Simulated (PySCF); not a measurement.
**C$_{4}$H$_{4}$FN: excited-state calculation**

- system: C$_{4}$H$_{4}$FN
- method: TDDFT PBE0/def2-SVPD, vertical, gas phase, core orbitals frozen in the response (PySCF 2.14.0)

The geometry comes from this level: GFN2-xTB.

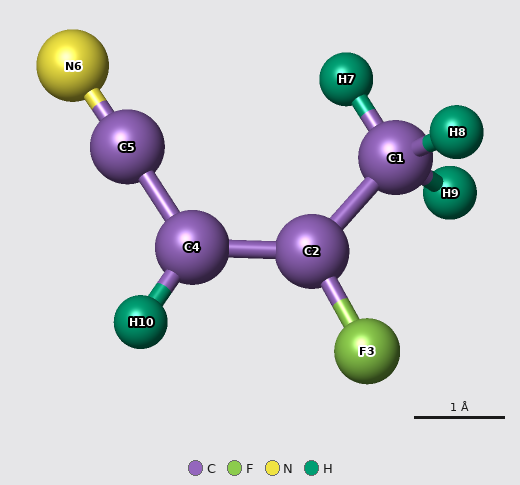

Figure 1. The input geometry (ball-and-stick view, seen at a tilt; atoms are numbered from 1 in the order of the input). Bond lengths as drawn: C–C 1.33 to 1.48 Å, C–F 1.35 Å, C–H 1.08 to 1.09 Å and C–N 1.15 Å.

## Results in brief

```csv
quantity,value
outcome,converged
total energy,−308.831258 hartree
HOMO,−8.03 eV
LUMO,−1.40 eV
dipole moment,3.08 D
mean polarisability,53.99 a.u.
lowest singlet excitation,6.28 eV
hardware,"1 CPU thread, shared host"
wall time,42 s
peak memory,0.68 GiB
```

## The input
```
{"job": {"kind": "uv", "xc": "PBE0", "basis": "def2-SVPD", "nstates": 6, "ntriplets": 2}, "charge": 0, "multiplicity": 1}
C     -1.259131     0.341335     0.110950
C     -0.199226    -0.694709     0.151699
F     -0.659262    -1.926938     0.436058
C      1.109277    -0.539831    -0.057794
C      1.675539     0.709109    -0.360800
N      2.156159     1.719840    -0.610870
H     -0.831841     1.311272    -0.124006
H     -2.003580     0.075909    -0.639960
H     -1.767658     0.387336     1.074159
H      1.788606    -1.378670    -0.001964
```

The first line tells a small driver script what to run in PySCF; the rest is the geometry in Å.

Command:
```bash
OMP_NUM_THREADS=1 python <driver script> task.json out
```

## Output
```
coarse grid: 8976 points
cycle   1  E = -308.7153459649  dE =  8.101e-01  |g| = 5.715e-01  |ddm| = 4.798e+00
cycle   2  E = -308.5168815833  dE =  1.985e-01  |g| = 1.101e+00  |ddm| = 2.125e+00
cycle   3  E = -308.7835016173  dE = -2.666e-01  |g| = 1.746e-01  |ddm| = 1.686e+00
cycle   4  E = -308.7894508700  dE = -5.949e-03  |g| = 6.080e-02  |ddm| = 2.382e-01
cycle   5  E = -308.7901200699  dE = -6.692e-04  |g| = 2.125e-02  |ddm| = 9.549e-02
cycle   6  E = -308.7902329657  dE = -1.129e-04  |g| = 4.091e-03  |ddm| = 3.990e-02
cycle   7  E = -308.7902360518  dE = -3.086e-06  |g| = 1.820e-03  |ddm| = 6.971e-03
final grid: 88920 points
cycle   8  E = -308.8312508162  dE = -2.380e-05  |g| = 5.476e-03  |ddm| = 9.739e-02
cycle   9  E = -308.8312462153  dE =  4.601e-06  |g| = 7.194e-03  |ddm| = 2.186e-02
cycle  10  E = -308.8312581511  dE = -1.194e-05  |g| = 1.093e-03  |ddm| = 1.106e-02
cycle  11  E = -308.8312584252  dE = -2.741e-07  |g| = 1.804e-04  |ddm| = 1.704e-03
cycle  12  E = -308.8312584306  dE = -5.418e-09  |g| = 1.148e-04  |ddm| = 3.961e-04
cycle  13  E = -308.8312584331  dE = -2.484e-09  |g| = 3.841e-05  |ddm| = 1.857e-04
cycle  14  E = -308.8312584333  dE = -2.752e-10  |g| = 1.600e-05  |ddm| = 6.561e-05
```

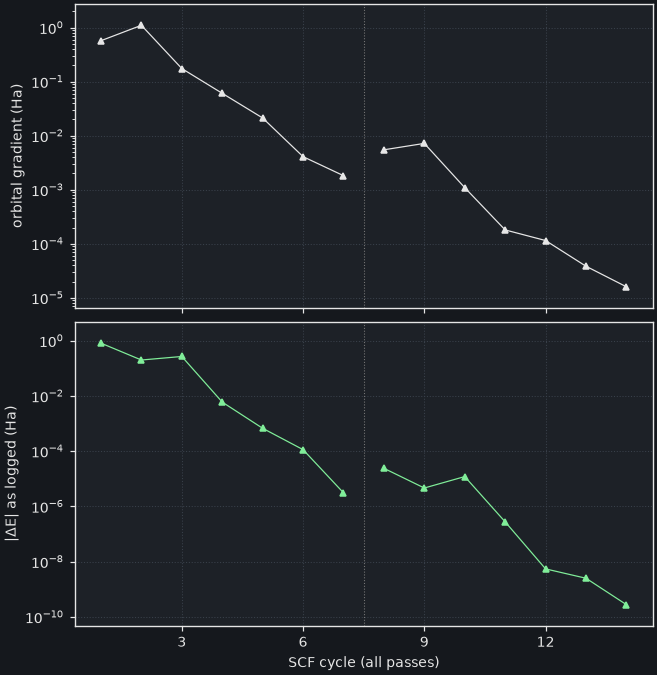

Figure 2. Convergence of the self-consistent field: orbital gradient and size of the energy change against the SCF cycle. The dotted line marks the change from a coarse to the final integration grid. The first 7 cycles use a coarse grid, the final grid takes over at cycle 8, and the field converges after 14 cycles in all.

```
converged SCF energy = -308.8312584333

Static polarisability (au): isotropic 53.986, principal 36.498 49.959 75.499

Singlet excitations
state   eV       nm        f      main configurations
  1   6.2799    197.4   0.38602   H->L 0.92
  2   6.6097    187.6   0.00003   H-1->L 0.67, H->L+2 0.17, H->L+1 0.13
  3   6.8025    182.3   0.00003   H->L+1 0.34, H->L+2 0.33, H-1->L 0.31
  4   7.3437    168.8   0.00023   H->L+1 0.51, H->L+2 0.46
  5   7.7076    160.9   0.00845   H-2->L 0.98
  6   8.2377    150.5   0.13392   H-3->L 0.75, H-1->L+2 0.13

Triplet excitations (Tamm-Dancoff, eV): 3.7519 6.1158
```

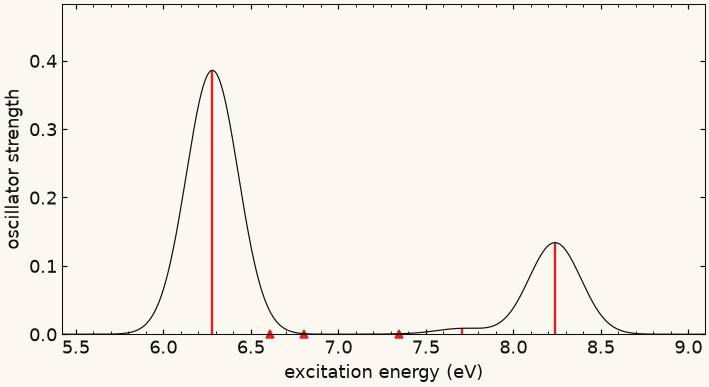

Figure 3. Computed excitations as sticks (degenerate states added up, dark ones marked on the axis), with a Gaussian envelope of 0.35 eV full width at half maximum, scaled to the tallest. Of the 6 states the lowest lies at 6.28 eV (f = 0.386); the strongest line is at 6.28 eV, or 197 nm (f = 0.386).

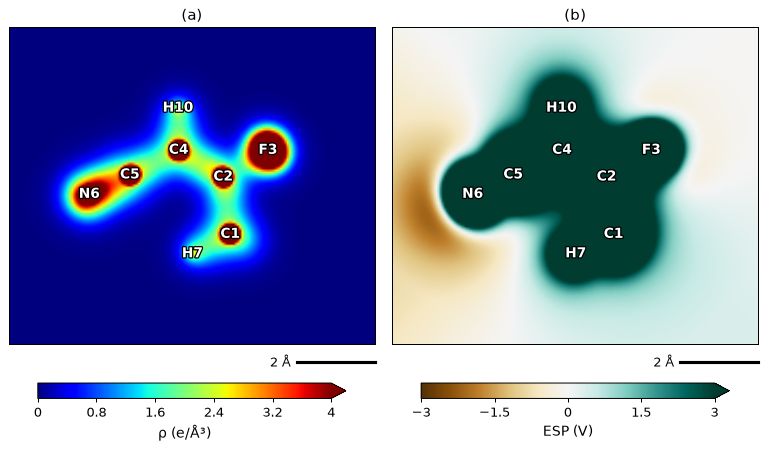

Figure 4. (a) electron density; (b) electrostatic potential on the plane of atoms F3, C2 and C4. The section cuts through C, F, N and H sites. C–N (1.15 Å): ρ at the midpoint is about 3.6 e/Å³. C–C (1.33 Å): ρ is about 2.3 e/Å³ halfway. C–F (1.35 Å): ρ at the midpoint is about 2.3 e/Å³, with its minimum of 1.7 e/Å³ about 0.5 Å from C. C–H (1.08 Å): ρ at the midpoint is about 2 e/Å³. C–C (1.40 Å): ρ at the midpoint is about 2 e/Å³.

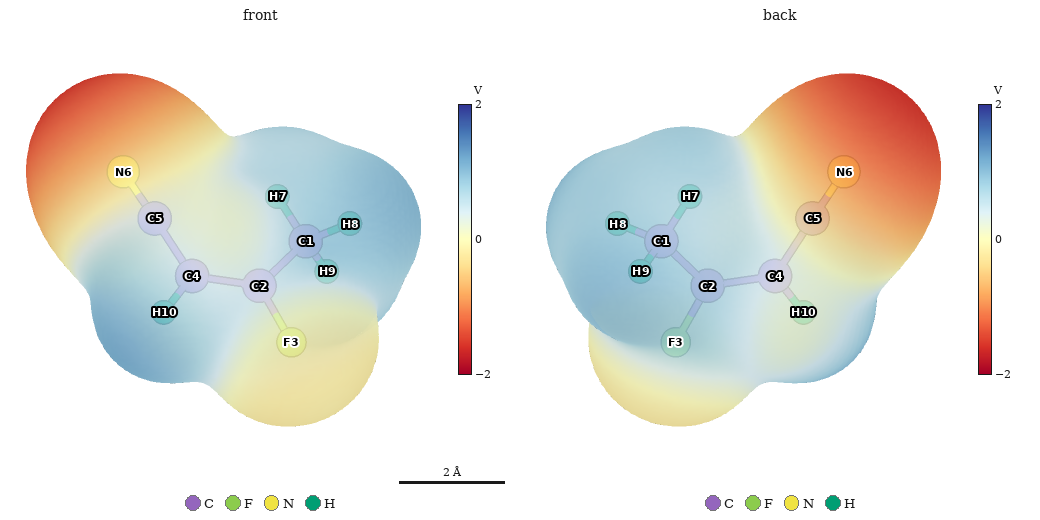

Figure 5. The electrostatic potential painted on the density surface at 0.001 e/bohr³, seen at a tilt and from behind; the colour scale runs from red (negative) to blue (positive). Its dipole moment is 3.08 D.
